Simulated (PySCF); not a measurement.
## Electronic structure of C$_{6}$H$_{12}$FNSi$_{2}$ in real space

```yaml
atoms:
  - { symbol: C, position_ang: [3.6380, -0.4444, -0.9853] }
  - { symbol: C, position_ang: [2.3225, -0.3717, -0.9376] }
  - { symbol: C, position_ang: [1.5585, 0.8910, -0.6600] }
  - { symbol: C, position_ang: [0.6631, 0.7066, 0.4958] }
  - { symbol: C, position_ang: [0.1199, 1.0835, 1.6149] }
  - { symbol: F, position_ang: [0.0100, 2.0075, 2.5628] }
  - { symbol: C, position_ang: [-0.3820, -0.2137, 1.1238] }
  - { symbol: N, position_ang: [-1.6833, -0.3519, 0.5401] }
  - { symbol: Si, position_ang: [-2.7668, 1.0004, 0.6754] }
  - { symbol: Si, position_ang: [-1.8618, -1.6921, -0.5521] }
  - { symbol: H, position_ang: [4.1503, -1.3691, -1.1878] }
  - { symbol: H, position_ang: [4.2615, 0.4213, -0.8298] }
  - { symbol: H, position_ang: [1.7080, -1.2493, -1.0901] }
  - { symbol: H, position_ang: [0.9387, 1.1267, -1.5336] }
  - { symbol: H, position_ang: [2.2394, 1.7266, -0.4811] }
  - { symbol: H, position_ang: [-0.0486, -1.1366, 1.5967] }
  - { symbol: H, position_ang: [-2.3180, 2.1293, -0.1528] }
  - { symbol: H, position_ang: [-4.0631, 0.5238, 0.2114] }
  - { symbol: H, position_ang: [-2.7975, 1.3932, 2.0825] }
  - { symbol: H, position_ang: [-1.2134, -2.8422, 0.0836] }
  - { symbol: H, position_ang: [-3.2906, -1.8996, -0.7430] }
  - { symbol: H, position_ang: [-1.1953, -1.4196, -1.8346] }
```

Geometry: GFN2-xTB.

Level of theory: PBE0/pcSseg-1, SCF density, gas phase, non-relativistic (PySCF).

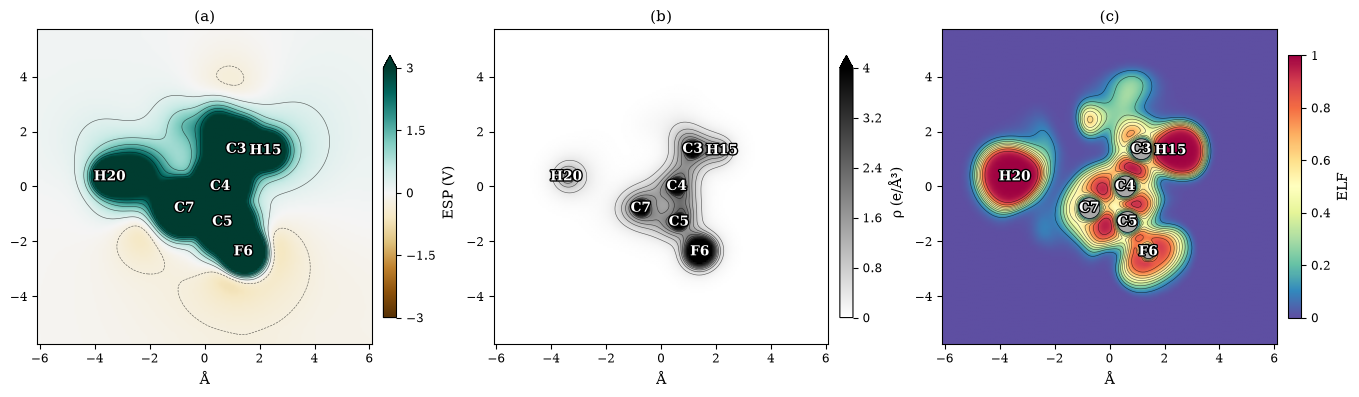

Figure 1. (a) molecular electrostatic potential; (b) total electron density; (c) electron localisation function on the plane of atoms C3, C4 and C7. Grey discs cover the atomic cores in the ELF map.

**What do the fields say about this system?**

- The plane passes through C, F and H nuclei.
- C–C (1.30 Å): ρ at the midpoint is about 2.2 e/Å³; the ELF peaks at about 0.85 between the atoms (a short, multiple covalent bond).
- C–F (1.33 Å): ρ at the midpoint is about 2.3 e/Å³; the ELF peaks at about 0.85 between the atoms: a shared but strongly polarised pair.
- C–H (1.09 Å): the density is about 2 e/Å³ at the midpoint; the ELF climbs to about 1 towards the hydrogen, as it does in any bond to H: an ordinary covalent bond to hydrogen.
- C–C (1.47 Å): the density is about 1.7 e/Å³ at the midpoint; the ELF peaks at about 0.95 between the atoms (a covalent bond).
- The ELF also peaks beside F6, away from the bonds: lone-pair regions.
- Outside the dense part of the molecule the potential is most negative (−0.7 V) near F6.

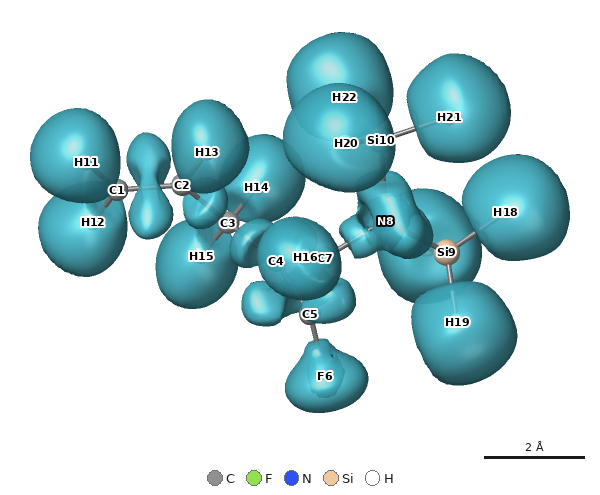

Figure 2. Isosurface of the electron localisation function at 0.75 (cyan), seen at a tilt. Core shells and regions of very low density are left out.

**Identify the bonds, lone pairs and shells in this picture.**

The ELF exceeds this value in six regions between bonded C–C atoms (shared pairs), twelve regions around hydrogen nuclei, one region on F in which the atom's valence shell and bonds are merged and one region on N in which the atom's valence shell and bonds are merged.

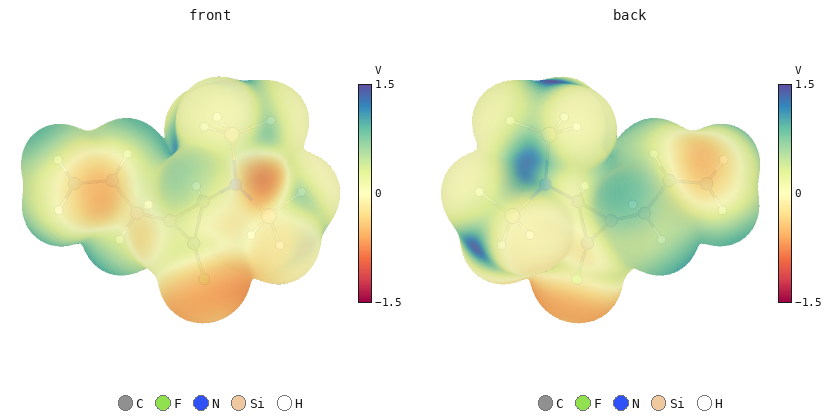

Figure 3. The molecular electrostatic potential painted on the density surface at 0.002 e/bohr³, seen from the front and from behind; red is negative and blue positive.

**Where is the surface potential most negative and most positive?**

The most negative region (about −0.7 V) lies over F6 and N8, the most positive (about +1.4 V) over Si9 and Si10.

**What dipole moment does the calculation give?**

Its dipole moment is 1.66 D.
